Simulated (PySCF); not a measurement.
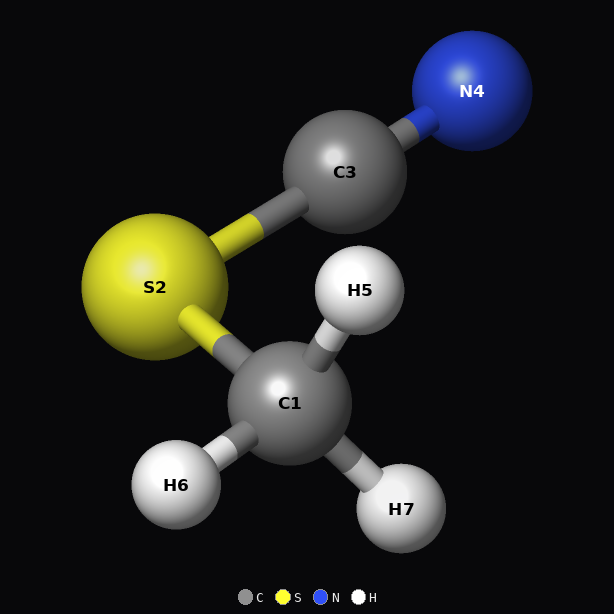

The computed structure is the end point of a PBE0-D3(BJ)/def2-SVP optimisation. No frequency run is at hand to confirm it as a minimum. Electric field gradients from the ground-state density, B3LYP/cc-pVTZ (PySCF 2.14.0), non-relativistic apart from any core potentials.

Give the largest field-gradient component, the quadrupole coupling constant and the asymmetry for 33S at S2 (Q = −67.81 mb), 14N at N4 (Q = 20.44 mb).

```tsv
atom	V_zz (a.u.)	e²qQ/h (MHz)	η
S2	−2.826	45.0	0.73
N4	−0.930	−4.46	0.49
```
